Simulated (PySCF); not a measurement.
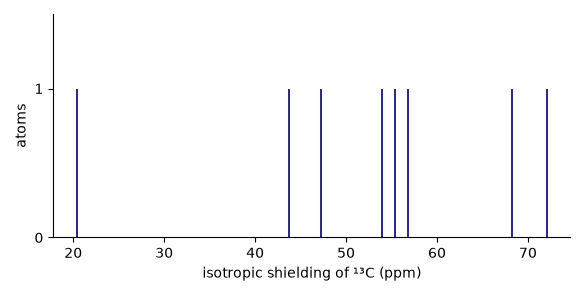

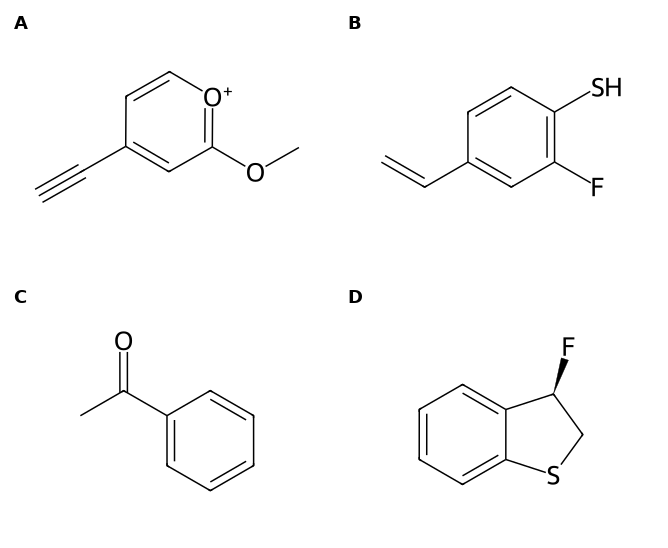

The sticks are computed shieldings of one of the molecules, for one fixed geometry (GFN2-xTB) without averaging over rotations. Low shielding means a high chemical shift. Method: GIAO PBE0/pcSseg-1 NMR shielding, non-relativistic, gas phase (PySCF 2.14.0).

Which molecule gives this pattern?

B, `C=Cc1ccc(S)c(F)c1`. Its 8 C atoms give lines at 20.4, 43.7, 47.2, 54.0, 55.4, 56.8, 68.2, 72.1 ppm.
